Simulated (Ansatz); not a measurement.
## Abstraction of F: SnH2F2 + CClF2 → SnH2F + CClF3

Gas-phase species: SnH2F2 `[F][SnH2][F]`, singlet; CClF2 (chlorodifluoromethyl radical) `F[C](F)Cl`, doublet; SnH2F `[F][SnH2]`, doublet; CClF3 `FC(F)(F)Cl`, singlet. A radical takes F: the energy is the difference in strength between the Sn–F bond broken and the C–F bond made.

Shapes, held fixed at every level: PBE0-D4/def2-TZVP. Programs: Ansatz 0.2.0. The zero-point and thermal change to 298 K, harmonic and unscaled (PBE0-D4/def2-TZVP), is +1.3 kJ/mol.

```tsv
level	kind	ΔH(298 K) (kJ/mol)	less CCSD(T)/def2-TZVPP
HF/def2-SVP	Hartree–Fock	-28.0	-9.2
SPW92/def2-TZVPP	LDA	-47.7	-28.9
B3LYP-D4/def2-TZVPP	global hybrid	-12.8	+6.0
PBE0-D4/def2-TZVPP	global hybrid	-22.2	-3.4
wB97M-V/def2-TZVPP	range-separated hybrid	-28.7	-9.9
B2PLYP/def2-TZVPP	double hybrid	-11.0	+7.8
CCSD(T)/def2-SVP	coupled cluster or CI	-42.3	-23.5
CCSD(T)/def2-TZVPP	coupled cluster or CI	-18.8	0.0
```

The highest level, CCSD(T)/def2-TZVPP, gives ΔH(298 K) = -18.8 kJ/mol; the levels span -47.7 to -11.0. The column of differences is taken from that level and isn't an error. No measured value is set beside it here. Open shells run unrestricted. For atoms past krypton def2 sets carry core potentials with scalar relativity. Outer-core shells of Sn are correlated, in sets that cover them unevenly.

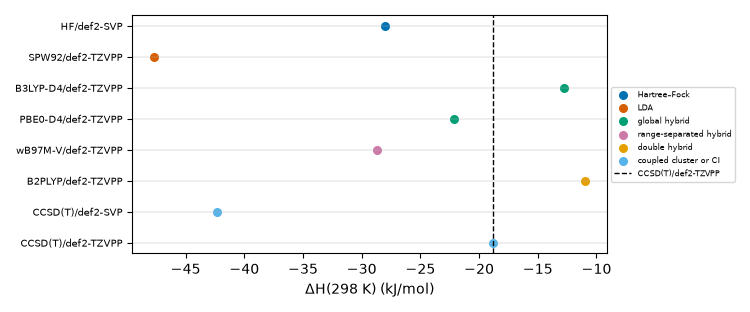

The values of the table, level by level.
